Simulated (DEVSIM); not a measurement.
Structure: Schottky contact on n-type Si, at 500 K.

```tsv
layer (left to right)	material	thickness (μm)	Nd (cm⁻³)	τn (s)	τp (s)
1	Si	1.40	8.6e16	3.4e-6	3.4e-6
```

Left contact: Schottky, work function 4.46 eV, emission velocity 1.1e7 cm/s. Right contact: ohmic. Voltage is applied to the left contact. Recombination: SRH at mid-gap. Mobility is μmin + (μ − μmin)/(1 + (N/Nref)^α).

This is a model device: material constants are rounded textbook-type values typed into the input, and sizes, dopings and lifetimes were drawn at random. Values at 300 K; Nc and Nv go as T^1.5, mobilities as T to minus their exponent, the gap by Varshni's rule with the affinity fixed.

| parameter | Si |
|---|---|
| gap (eV) | 1.124 |
| affinity (eV) | 4.05 |
| permittivity | 11.7 |
| Nc (cm⁻³) | 2.86e19 |
| Nv (cm⁻³) | 3.1e19 |
| μn (cm²/Vs) | 1417 |
| μp (cm²/Vs) | 470 |
| μn,min | 52 |
| μp,min | 45 |
| Nref,n | 9.7e16 |
| Nref,p | 2.2e17 |
| αn | 0.68 |
| αp | 0.72 |
| T exponent of μn | 2.3 |
| T exponent of μp | 2.2 |
| Varshni α (eV/K) | 0.000473 |
| Varshni β (K) | 636 |

Model (solved in DEVSIM): 1D drift-diffusion, Boltzmann statistics, complete ionisation; no tunnelling, impact ionisation, image-force lowering or self-heating. Metal contacts follow the ideal Schottky-Mott rule: no Fermi-level pinning, no interface dipoles.

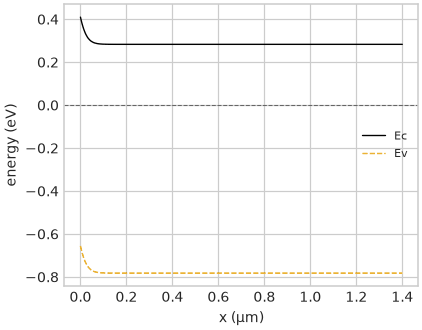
Figure: Band edges at zero bias

Energies count from the Fermi level of the right contact; mesh points crowd at the junctions.

| x (μm) | Ec (eV) | Ev (eV) | n (cm⁻³) | p (cm⁻³) | field (V/cm) |
|---|---|---|---|---|---|
| 0.000 | 0.410 | -0.655 | 4.5e15 | 1.7e13 | -47000 |
| 0.007903 | 0.376 | -0.689 | 1.0e16 | 7.5e12 | -38000 |
| 0.02005 | 0.338 | -0.728 | 2.4e16 | 3.1e12 | -25000 |
| 0.03432 | 0.311 | -0.755 | 4.5e16 | 1.6e12 | -14000 |
| 0.06290 | 0.289 | -0.776 | 7.5e16 | 1.0e12 | -3300 |
| 0.09543 | 0.284 | -0.781 | 8.4e16 | 8.9e11 | -570 |
| 0.1336 | 0.283 | -0.782 | 8.6e16 | 8.7e11 | -70 |
| 0.2102 | 0.283 | -0.782 | 8.6e16 | 8.7e11 | ≈ 0 |
| 0.2972 | 0.283 | -0.782 | 8.6e16 | 8.7e11 | ≈ 0 |
| 0.3995 | 0.283 | -0.782 | 8.6e16 | 8.7e11 | ≈ 0 |
| 0.5567 | 0.283 | -0.782 | 8.6e16 | 8.7e11 | ≈ 0 |
| 0.8057 | 0.283 | -0.782 | 8.6e16 | 8.7e11 | ≈ 0 |
| 0.9549 | 0.283 | -0.782 | 8.6e16 | 8.7e11 | ≈ 0 |
| 1.082 | 0.283 | -0.782 | 8.6e16 | 8.7e11 | ≈ 0 |
| 1.194 | 0.283 | -0.782 | 8.6e16 | 8.7e11 | ≈ 0 |
| 1.249 | 0.283 | -0.782 | 8.6e16 | 8.7e11 | ≈ 0 |
| 1.297 | 0.283 | -0.782 | 8.6e16 | 8.7e11 | ≈ 0 |
| 1.328 | 0.283 | -0.782 | 8.6e16 | 8.7e11 | ≈ 0 |
| 1.359 | 0.283 | -0.782 | 8.6e16 | 8.7e11 | ≈ 0 |
| 1.377 | 0.283 | -0.782 | 8.6e16 | 8.7e11 | ≈ 0 |
| 1.389 | 0.283 | -0.782 | 8.6e16 | 8.7e11 | ≈ 0 |
| 1.400 | 0.283 | -0.782 | 8.6e16 | 8.7e11 | ≈ 0 |
